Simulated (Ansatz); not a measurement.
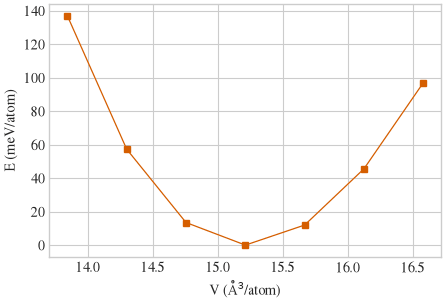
*ZrIr₃ (Cu3Au type, space group No. 221) under volume change, the program Ansatz at the PBEsol level (PAW), scaled uniformly.*

### Question
What does a third-order Birch–Murnaghan fit give for V₀, B₀ and B′?

### Answer
V₀ = 15.21 Å³/atom, B₀ = 298 GPa, B′ = 4.7.

Space group Pm-3m (Cu3Au type). The workflow started from an entry of the Crystallography Open Database (COD). Whether it is the stable phase at ambient conditions was not checked. The PBEsol relaxation kept the symmetry of its start; whether a distortion lowers the energy is not shown. The run is not spin-polarised. Scalar-relativistic: spin–orbit coupling is off unless named, which matters more the heavier the elements.

Potentials: the later of the program's two PAW sets.
